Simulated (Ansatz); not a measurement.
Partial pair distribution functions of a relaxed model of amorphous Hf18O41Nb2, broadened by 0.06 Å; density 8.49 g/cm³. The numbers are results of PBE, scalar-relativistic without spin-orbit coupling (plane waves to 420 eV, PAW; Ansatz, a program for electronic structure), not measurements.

A CHGNet melt-quench gave the starting glass, which DFT then relaxed. O atoms were pushed apart under 1.9 Å during the dynamics, to hinder bonds among them. The hot cell started wider than the set density and was brought back towards it in steps. It is the lowest in DFT energy of 2 quenches. It is a model cell: composition and starting density were chosen by hand, and all elements were melted together. No dispersion term was used. Its density started from a set value of 8.49 and ended at 8.49 g/cm³. Cooling (nominally 300 K/ps over its main leg) ran many orders faster than in experiment, which tends to leave more defects and strain. One small periodic cell is one sample of the glass; other quenches scatter about these values. The volume was held where the preparation left it and the shape relaxed, at a PBE pressure of 1.5 GPa. Stress components on the final sampling reach 1.6 GPa.

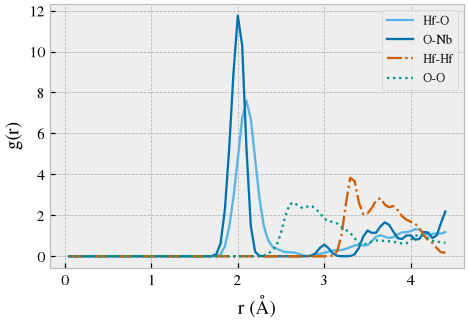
Figure. Partial pair distribution functions

Highest peaks under 4.5 Å: Hf-O near 2.10 Å, O-Nb near 2.00 Å, Hf-Hf near 3.30 Å, O-O near 2.65 Å; pairs of few atoms are noisy.

Within 2.76 Å each Hf has 6.22 O neighbours on average.
